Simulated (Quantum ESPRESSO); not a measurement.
# Nb (Im-3m): pw.x, ph.x and EPW, part 2 of 2

The plan: phonons and Wannier functions of Nb (Im-3m), and, if the interpolated phonons are stable, its coupling and resistivity.

Quantum ESPRESSO 7.5; DFT PBE, scalar-relativistic, plane waves, PseudoDojo 0.4.1 norm-conserving pseudopotentials.

So far. Step 2 (Relaxation): The volume ends at 18.14 Å³ an atom, -1.6 % from the start. Step 3 (Ground state): The Fermi level lies at 17.82 eV and the pressure is -0.0070 GPa.

## 4. Phonons on the coarse mesh (continued)

Frequencies at the irreducible wavevectors:

| q1 | q2 | q3 | star | mode 1 (cm⁻¹) | mode 2 (cm⁻¹) | mode 3 (cm⁻¹) |
| --- | --- | --- | --- | --- | --- | --- |
| 0 | 0 | 0 | 1 | 6.2 | 6.2 | 6.2 |
| 0 | 0 | 0.25 | 12 | 70.4 | 91.1 | 135.1 |
| 0 | 0 | -0.5 | 6 | 132 | 168.7 | 173.7 |
| 0 | 0.25 | 0.25 | 24 | 118.4 | 119.4 | 190.1 |
| 0.25 | 0.25 | 0.25 | 2 | 165.5 | 165.5 | 165.5 |
| 0.25 | 0.25 | -0.25 | 6 | 108 | 108 | 194.6 |
| 0.25 | -0.5 | -0.5 | 12 | 125.1 | 177.1 | 189.7 |
| -0.5 | -0.5 | -0.5 | 1 | 208.3 | 208.3 | 208.3 |

The lowest mode off the zone centre lies at 70.4 cm⁻¹ and the highest of all solved modes at 208 cm⁻¹, so the solved wavevectors are stable. The acoustic modes at the centre lie within 6.2 cm⁻¹ of zero before the sum rule is imposed.

## 5. Bands for the check

Bands on a path serve later as the test of the Wannier interpolation; inside the frozen window, points that lie on the coarse mesh match by construction, and those between them test it.

bands.in reads:

```
 &control
    calculation='bands',
    prefix='x',
    outdir='./tmp',
    pseudo_dir='./pseudo',
    verbosity='high',
 /
 &system
    ibrav=0,
    nat=1,
    ntyp=1,
    ecutwfc=82.0,
    occupations='smearing',
    smearing='mv',
    degauss=0.02,
    nbnd=29,
 /
 &electrons
    conv_thr=1.0d-10,
 /
ATOMIC_SPECIES
 Nb     92.9064  Nb.upf
CELL_PARAMETERS angstrom
    -1.655208900    1.655208900    1.655208900
     1.655208900   -1.655208900    1.655208900
     1.655208900    1.655208900   -1.655208900
ATOMIC_POSITIONS crystal
 Nb     0.000000000   0.000000000   0.000000000
K_POINTS crystal
70
 0.00000000 0.00000000 0.00000000 0.01428571
 0.02941176 -0.02941176 0.02941176 0.01428571
 0.05882353 -0.05882353 0.05882353 0.01428571
 0.08823529 -0.08823529 0.08823529 0.01428571
[the list of k-points goes on]
```

On the command line:

```
$ OMP_NUM_THREADS=1 mpirun -n 4 pw.x -nk 4 -in bands.in > bands.out
```

What it wrote:

```text
[banner, memory and clock lines left out]
[...]
number of Kohn-Sham states=           29
```

Elapsed: 5.7 s, on 4 MPI ranks of Arm Neoverse V2, shared host; 22 s of CPU time.

## 6. States on the coarse mesh

Wannier functions need the states on a full uniform k mesh, and the couplings need it to be a multiple of the q mesh.

nscf.in reads:

```
 &control
    calculation='nscf',
    prefix='x',
    outdir='./tmp',
    pseudo_dir='./pseudo',
    verbosity='high',
 /
 &system
    ibrav=0,
    nat=1,
    ntyp=1,
    ecutwfc=82.0,
    occupations='smearing',
    smearing='mv',
    degauss=0.02,
    nbnd=29,
 /
 &electrons
    conv_thr=1.0d-11,
 /
ATOMIC_SPECIES
 Nb     92.9064  Nb.upf
CELL_PARAMETERS angstrom
    -1.655208900    1.655208900    1.655208900
     1.655208900   -1.655208900    1.655208900
     1.655208900    1.655208900   -1.655208900
ATOMIC_POSITIONS crystal
 Nb     0.000000000   0.000000000   0.000000000
K_POINTS crystal
512
 0.00000000 0.00000000 0.00000000 0.00195312
 0.00000000 0.00000000 0.12500000 0.00195312
 0.00000000 0.00000000 0.25000000 0.00195312
 0.00000000 0.00000000 0.37500000 0.00195312
[the list of k-points goes on]
```

On the command line:

```
$ OMP_NUM_THREADS=1 mpirun -n 4 pw.x -nk 4 -in nscf.in > nscf.out
```

What it wrote:

```text
[banner, memory and clock lines left out]
[...]
number of Kohn-Sham states=           29
     the Fermi energy is    17.7447 ev
```

Elapsed: 43 s, on 4 MPI ranks; 2.8 min of CPU time.

This step gave:

```yaml
fermi_energy: 17.74 eV
```

## 7. Wannier functions and couplings

Projections Nb s, p, d start 9 Wannier functions; states up to 2.5 eV over the Fermi level are frozen, and the projected functions are kept without the localisation step. Hamiltonian, force constants and couplings go to real space.

epw1.in reads:

```
--
 &inputepw
    prefix='x',
    outdir='./tmp',
    dvscf_dir='./save',
    elph=.true.,
    etf_mem=1,
    nbndsub=9,
    bands_skipped='exclude_bands = 1-4',
    use_ws=.true.,
    vme='wannier',
    asr_typ='crystal',
    nk1=8,
    nk2=8,
    nk3=8,
    nq1=4,
    nq2=4,
    nq3=4,
    amass(1)=92.9064,
    epwwrite=.true.,
    epwread=.false.,
    wannierize=.true.,
    num_iter=0,
    dis_win_max=57.82,
    dis_froz_max=20.318,
    proj(1)='Nb:s;p;d',
    wdata(1)='dis_num_iter = 600',
    wdata(2)='guiding_centres = .true.',
    wdata(3)='num_print_cycles = 50',
    wdata(4)='dis_mix_ratio = 0.7',
    band_plot=.true.,
    filkf='path.dat',
    filqf='path.dat',
    fsthick=100.0,
    efermi_read=.true.,
    fermi_energy=17.8179,
 /
```

On the command line:

```
$ OMP_NUM_THREADS=1 mpirun -n 4 epw.x -nk 4 -in epw1.in > epw1.out
```

What it wrote:

```text
[the first part of the log is left out]
     Number of WS vectors for phonons       89
     Number of WS vectors for electron-phonon       89
     Maximum number of cores for efficient parallelization       89
     Inside velocity step 1
     Velocity matrix elements calculated
     Writing Hamiltonian, Dynamical matrix and EP vertex in Wann rep to file
     ===================================================================
     Memory usage:  VmHWM =       395Mb
                   VmPeak =       799Mb
     ===================================================================
     Using q-mesh file: path.dat
     WARNING: q-point weigths do not add up to 1 [loadqmesh_serial]
     Size of q point mesh for interpolation:         70
     Using k-mesh file: path.dat
     WARNING: k-point weigths do not add up to 1 [loadkmesh_para]
     Size of k point mesh for interpolation:         70
     Fermi energy coarse grid =  17.744705 eV
     ===================================================================
     Fermi energy is read from the input file: Ef =  17.817900 eV
     ===================================================================
     Skipping    4 occupied bands:
     The Fermi level will be determined with   5.00000 electrons
              ibndmin =     1  ebndmin =    11.942 eV
              ibndmax =     9  ebndmax =    45.730 eV
     Number of ep-matrix elements per pool :         4374 ~=   34.17 Kb (@ 8 bytes/ DP)
     We only need to compute       70 q-points
     ===================================================================
     Memory usage:  VmHWM =       395Mb
                   VmPeak =       799Mb
     ===================================================================
```

Elapsed: 6.1 min, on 4 MPI ranks; 24 min of CPU time.

Numbers from this step:

```yaml
r_m_s_error_of_the_interpolated_bands_from_2_ev_under_to_1_ev_over_the_fermi_level: 6.6 meV
largest_error_in_that_range: 26.2 meV
lowest_frequency_on_the_path: -35.2 cm⁻¹
```

The electronic bands at the labelled points (eV, zero at the Fermi level; # counts the bands kept):

| point | #1 | #2 | #3 | #4 | #5 | #6 |
| --- | --- | --- | --- | --- | --- | --- |
| Γ | -5.88 | 0.39 | 0.39 | 0.39 | 3.27 | 3.27 |
| H | -3.66 | -3.66 | 5.58 | 5.58 | 5.58 | 9.06 |
| N | -3.67 | -1.62 | 2.28 | 3.30 | 3.98 | 6.34 |
| Γ | -5.88 | 0.39 | 0.39 | 0.39 | 3.27 | 3.27 |
| P | -1.07 | -1.07 | -1.07 | 4.11 | 4.11 | 9.44 |
| H | -3.66 | -3.66 | 5.58 | 5.58 | 5.58 | 9.06 |

The same for Wannier interpolation:

| point | #1 | #2 | #3 | #4 | #5 | #6 |
| --- | --- | --- | --- | --- | --- | --- |
| Γ | -5.88 | 0.39 | 0.39 | 0.39 | 3.62 | 3.62 |
| H | -3.66 | -3.66 | 5.62 | 5.62 | 5.62 | 11.90 |
| N | -3.67 | -1.62 | 2.28 | 3.41 | 4.24 | 6.34 |
| Γ | -5.88 | 0.39 | 0.39 | 0.39 | 3.62 | 3.62 |
| P | -1.07 | -1.07 | -1.07 | 4.11 | 4.11 | 9.45 |
| H | -3.66 | -3.66 | 5.62 | 5.62 | 5.62 | 11.90 |

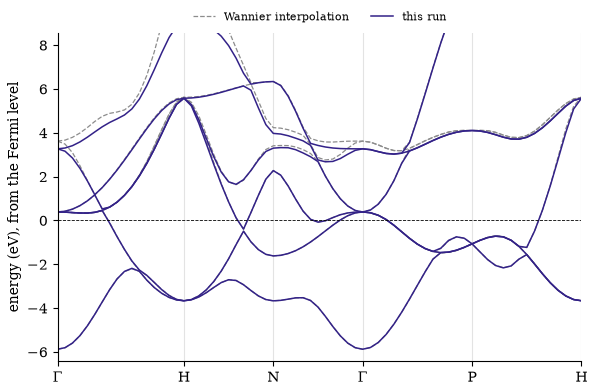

Electronic bands along the path; dashed: Wannier interpolation.

The phonon branches at the labelled points (cm⁻¹):

| point | branch 1 | branch 2 | branch 3 |
| --- | --- | --- | --- |
| Γ | 0 | 0 | 0 |
| H | 208 | 208 | 208 |
| N | 132 | 169 | 174 |
| Γ | 0 | 0 | 0 |
| P | 165 | 165 | 165 |
| H | 208 | 208 | 208 |

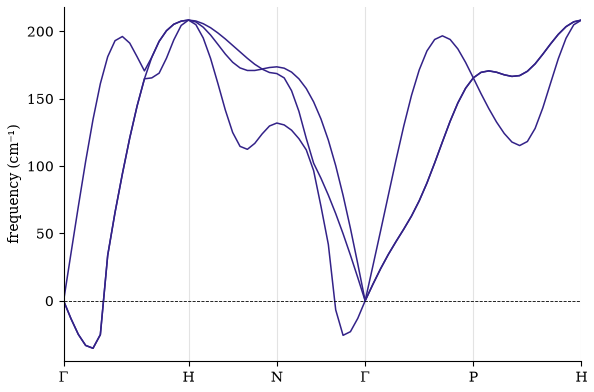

Phonon branches along the path.

Near the Fermi level the interpolated bands miss those of pw.x by 7 meV r.m.s. and 26 meV at most, each level matched to the nearest interpolated one; the r.m.s. value is under the 60 meV set for going on. The interpolated phonons go imaginary on the path, to 35.2i cm⁻¹.

## 8. What came out

```json
{"lowest solved frequency off the zone centre": "70.4 cm⁻¹", "lowest interpolated frequency on the path": "-35.2 cm⁻¹", "band error of the Wannier functions": "7 meV r.m.s."}
```

What this shows: Step 7: Of the bands kept, 2 cross the Fermi level on this path. Step 7: On this path the spectrum ends at 208 cm⁻¹ (at H). Step 7: A branch goes imaginary (drawn negative), down to -35.2 cm⁻¹ between Γ and H, between computed points or near Γ, where interpolation can make such dips. Off the zone centre all modes solved on the 4×4×4 mesh are real, but the Fourier interpolation between them turns a branch imaginary, down to 35.2i cm⁻¹. Force constants of long range, as near Kohn anomalies, are cut off by so coarse a mesh; a finer q mesh is needed before couplings can be summed, so the chain stops without λ or ρ.

[The logs of pw.x and epw.x are selected lines.]

[Logs are printed without paths, hosts, clocks, repeated set-up lines and the standing remarks that a program may print on its own settings, such as how far it seeks lower states.]

[Hosts, paths, dates, database ids (printed as entryN), source tags and the programs' standing remarks are cut or masked in the printed files.]
